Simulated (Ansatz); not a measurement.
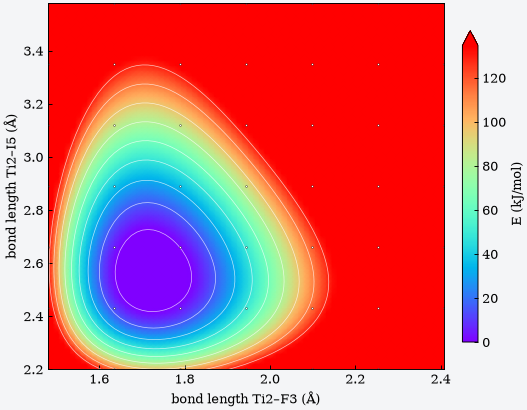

F₃ITi, SMILES [F][Ti]([F])([F])[I]. First axis: bond length Ti2–F3. Second axis: bond length Ti2–I5. Nothing is relaxed (all other coordinates rigid). Grid: 7 × 7 points. Points are written as (first, second). Energies: kJ/mol, counted from the lowest grid point. Computed with Ansatz 0.2.0, RKS PBE0-D4/def2-SVP.

Drawn: a smooth colour map with a few white contour lines, dots at the grid points, one colour for all values above the top of the scale. Between grid points the surface is interpolated.

Where is the minimum, and how stiff is the well along each coordinate?

Answer. The interpolated minimum is at bond length Ti2–F3 ≈ 1.718 Å, bond length Ti2–I5 ≈ 2.55 Å. The curvatures there are about 36 eV/Å² and 12 eV/Å², with a cross term of about 1 eV/Å². Round the minimum the two coordinates are weakly coupled (coupling 0.05 in units of the two stiffnesses). (1 eV is 96.5 kJ/mol.)
